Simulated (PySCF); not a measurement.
# B3LYP/6-31G (preoptimised minimum) run of CH2BN (SMILES BC#N)

We compute an optimisation with harmonic vibrations of CH2BN. Input form: a Python script.

Program for the calculation: PySCF 2.14.0.

1 further run of the same task is left out (set aside as unsound or not needed).

### 1 The system as given

The species is CH2BN (5 atoms), meant as a singlet with charge 0. As SMILES, `BC#N`. The coordinates come from a PBE0-D4/def2-TZVP symmetrised relaxation. The run starts from this shape.

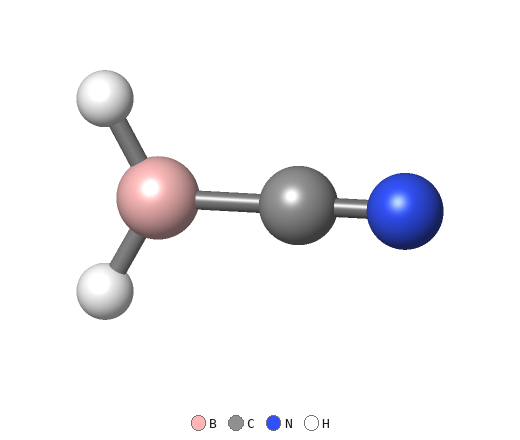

Viewed from a chosen angle; boron pink, carbon grey, nitrogen blue, hydrogen white.

### 2 An optimisation with harmonic vibrations at B3LYP/6-31G (preoptimised minimum)

Input file input.py:

```python
import numpy
from pyscf import gto, dft, symm
from pyscf.hessian import thermo
from pyscf.geomopt.geometric_solver import kernel as optimise

mol = gto.Mole()
mol.atom = [
    ('B', (-0.528271, 1.051082, -0.769066)),
    ('C', (0.043629, -0.086918, 0.063534)),
    ('N', (0.477429, -0.949818, 0.695034)),
    ('H', (-1.053332, 0.797196, -1.804759)),
    ('H', (-0.434939, 2.163808, -0.361868)),
]
mol.spin = 0
mol.charge = 0
mol.basis = '6-31g'
mol.verbose = 3
mol.max_memory = 1860
mol.build()

calc0 = dft.RKS(mol, xc='b3lyp')
calc0.conv_tol = 1e-10
calc0.grids.level = 4
converged, mol_eq = optimise(calc0, maxsteps=60, convergence_set='GAU_TIGHT')
print('converged:', converged)
print(mol_eq.tostring())

calc0.reset(mol_eq)
mol = mol_eq
calc0.kernel()
if not calc0.converged:
    calc0 = calc0.newton().run(calc0.mo_coeff, calc0.mo_occ)
e_final = calc0.e_tot
print('Final energy', e_final)
hess = calc0.Hessian().kernel()
modes = thermo.harmonic_analysis(mol, hess)
print('frequencies (1/cm)', numpy.round(modes['freq_wavenumber'], 1))
symm.geom.TOLERANCE = 1e-3  # for the symmetry number
th = thermo.thermo(calc0, modes['freq_au'], 298.15, 101325)
thermo.dump_thermo(mol, th)
```

Launch:

```
$ OMP_NUM_THREADS=1 python input.py
```

The program printed:

```text
convergence_set           GAU_TIGHT
maxiter                   60
----------------------------------------------------------
Custom engine selected.
Bonds will be generated from interatomic distances less than 1.20 times sum of covalent radii
15 internal coordinates being used (instead of 15 Cartesians)
Internal coordinate system (atoms numbered from 1):
Distance 1-2
Distance 1-4
Distance 1-5
Distance 2-3
Angle 2-1-5
Angle 4-1-5
LinearAngleX 1-2-3
LinearAngleY 1-2-3
Out-of-Plane 1-2-4-5
Translation-X 1-5
Translation-Y 1-5
Translation-Z 1-5
Rotation-A 1-5
Rotation-B 1-5
Rotation-C 1-5
> ===== Optimization Info: ====
> Job type: Energy minimization
> Maximum number of optimization cycles: 60
> Initial / maximum trust radius (Angstrom): 0.100 / 0.300
> Convergence Criteria:
> Will converge when all 5 criteria are reached:
>  |Delta-E| < 1.00e-06
>  RMS-Grad  < 1.00e-05
>  Max-Grad  < 1.50e-05
>  RMS-Disp  < 4.00e-05
>  Max-Disp  < 6.00e-05
> === End Optimization Info ===

Geometry optimization cycle 1
Cartesian coordinates (Angstrom)
 Atom        New coordinates             dX        dY        dZ
   B  -0.528271   1.051082  -0.769066    0.000000  0.000000  0.000000
   C   0.043629  -0.086918   0.063534    0.000000  0.000000  0.000000
[... 6 lines left out ...]
converged SCF energy = -118.838610371359
[... 20 lines left out ...]
converged SCF energy = -118.839806773326
[... 41 lines left out ...]
converged SCF energy = -118.839818255356
[... 41 lines left out ...]
converged SCF energy = -118.839818351547
[... 41 lines left out ...]
converged SCF energy = -118.839818494024
[... 41 lines left out ...]
converged SCF energy = -118.83981849254
[... 42 lines left out ...]
converged SCF energy = -118.839818493166
[... 32 lines left out ...]
Converged! =D
[... 1 line left out ...]
converged: True
B          -0.52869982        1.05118147       -0.76896565
C           0.04075101       -0.08418259        0.06245218
N           0.48222234       -0.96473545        0.70702798
H          -1.05548955        0.80886748       -1.80660689
H          -0.44057190        2.16805245       -0.37178599
converged SCF energy = -118.839818494898
Final energy -118.83981849489824
frequencies (1/cm) [ 316.8  329.   897.9  901.3 1010.2 1235.6 2260.7 2658.5 2752.7]
temperature 298.1500 [K]
pressure 101325.00 [Pa]
Rotational constants [GHz] 234.05344 9.57319 9.19702
Symmetry number 2
Zero-point energy (ZPE) 0.02816 [Eh]   73946.279 [J/mol]
                           tot       elec      trans        rot        vib
Entropy [J/mol/K]       246.029      0.000    154.387     79.104     12.539
Cv [J/mol/K]             45.088      0.000     12.472     12.472     20.145
Cp [J/mol/K]             53.403      0.000     20.786     12.472     20.145
Internal energy [J/mol]                      3718.434   3718.434  76421.942
Internal energy [Eh]   -118.80788  -118.83982
Enthalpy [J/mol]                             6197.391   3718.434  76421.942
Enthalpy [Eh]          -118.80693
Gibbs free energy [J/mol]                  -39832.986 -19866.312  72683.482
Gibbs free energy [Eh] -118.83487
```

Run time: 45 s. Hardware: 1 thread of Arm Neoverse V2, shared host; peak memory 0.51 GiB.

### 3 Results

At B3LYP/6-31G (preoptimised minimum):

```
                                                 quantity             value
                                             total energy     -118.83982 Eh
                                            dipole moment            2.60 D
                                              HOMO energy          -9.30 eV
                                              LUMO energy          -3.32 eV
                                            HOMO–LUMO gap           5.98 eV
                               lowest harmonic wavenumber          317 cm⁻¹
                              highest harmonic wavenumber         2753 cm⁻¹
                                        zero-point energy       73.9 kJ/mol
ideal-gas entropy at 298.15 K (symmetry number 2 as used)  58.8 cal/(mol K)
```

**Reading.** At the final geometry: Bond lengths: B1–C2 1.518 Å, C2–N3 1.177 Å, B1–H4 1.189 Å, B1–H5 1.189 Å. Angles: B1–C2–N3 180.0°, C2–B1–H4 119.5°, C2–B1–H5 119.5°, H4–B1–H5 121.1°. All 9 modes are real, so the shape is a minimum at this level.
